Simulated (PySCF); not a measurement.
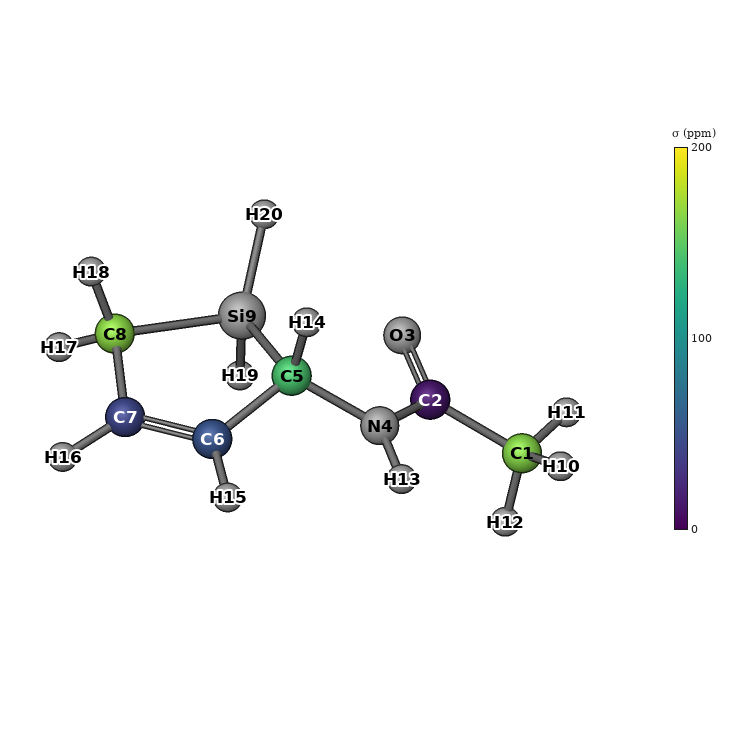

Atoms are coloured by their isotropic NMR shieldings (C only, the others grey). The geometry was computed by an optimisation with GFN2-xTB. No frequency run is at hand to confirm it as a minimum. Method: GIAO PBE0/pcSseg-1 NMR shielding, non-relativistic, gas phase (PySCF 2.14.0).

List the isotropic NMR shieldings of the C atoms.

```tsv
atom	σ (ppm)
C1	163.7
C2	13.1
C5	142.8
C6	51.8
C7	42.5
C8	165.1
```

The geometry is semi-empirical. Around Si such bond lengths and angles can be off by a tenth of an ångström or more and by several degrees, and values that hang on the shape move with them.
